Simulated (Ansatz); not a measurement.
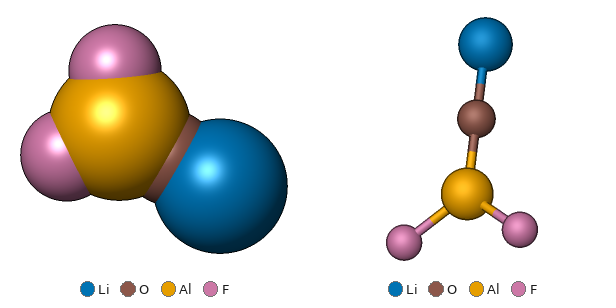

The same structure drawn twice, from different directions.

Count the atoms of each element.

Answer. AlLiOF₂, 5 atoms: 1 aluminium, 1 lithium, 1 oxygen and 2 fluorine.

How many sets of symmetry-equivalent atoms are there?

Answer. 4: 1 Li, 1 O, 1 Al, 2 F.

What is the point group of this geometry?

Answer. C2v.

Count the bonded pairs by element.

Answer. 2 Al–F, 1 Li–O, 1 Al–O. Sticks follow a distance rule.

More results for the same structure follow; atom numbers are the same in all pictures, views and colours differ. The geometry was computed by an optimisation with PBE0-D4/def2-TZVP. No frequency run is at hand to confirm it as a minimum.

### Shape

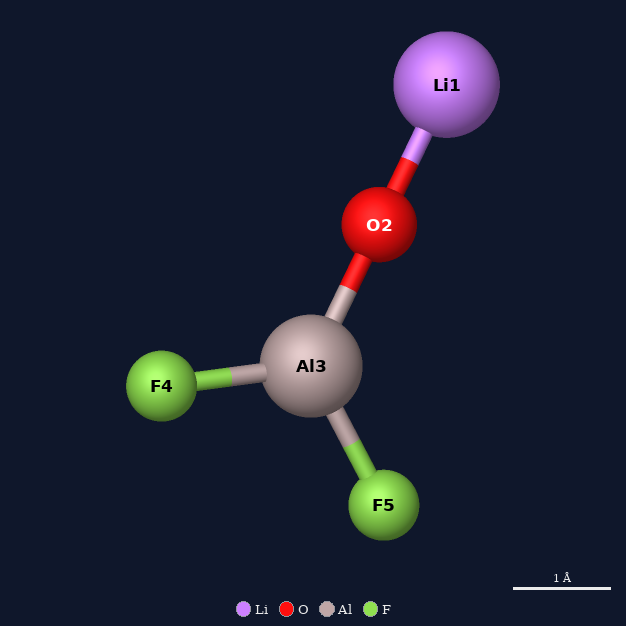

No frequency run is at hand to confirm it as a minimum.

What is the geometry at Al3?

Answer. Al3 has 3 neighbours (O2 at 1.64, F4 at 1.65, F5 at 1.65 Å); the arrangement is trigonal planar.

How are the neighbours of atom 2 arranged?

Answer. O2 has 2 neighbours (Li1 at 1.63, Al3 at 1.64 Å); the arrangement is linear.

### Electronic properties

No frequency run is at hand to confirm it as a minimum. Method: RKS PBE0-D4/def2-TZVPP (Ansatz 0.2.0).

Estimate the HOMO energy (Kohn–Sham orbital).

Answer. −7.45 eV.

What is the HOMO–LUMO gap?

Answer. 6.16 eV.

### Dipole moment

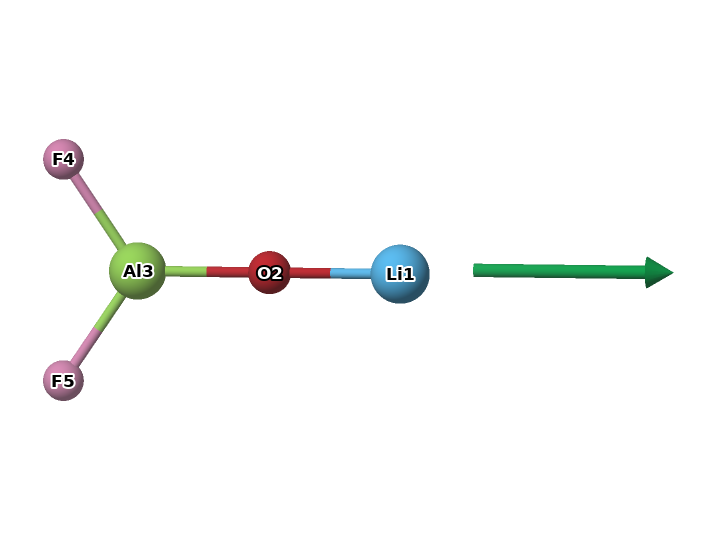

The arrow beside the molecule shows the direction of the dipole moment, from the negative to the positive end (its length means nothing). No frequency run is at hand to confirm it as a minimum. Level of theory: RKS PBE0-D4/def2-TZVP (Ansatz 0.2.0).

Estimate the dipole moment.

Answer. 8.28 D; it points from the side of F4, F5 to the side of Li1 (the outermost atoms at the two ends).

### Charges

The questions are on Mulliken charges. No frequency run is at hand to confirm it as a minimum. Properties computed with RKS PBE0-D4/def2-TZVP (Ansatz 0.2.0).

List the Mulliken charges.

```
atom  value (e)
 Li1       0.78
  O2      −0.88
 Al3       0.85
  F4      −0.38
  F5      −0.38
```

Mulliken values depend strongly on the basis set and can even reverse the polarity of a bond.
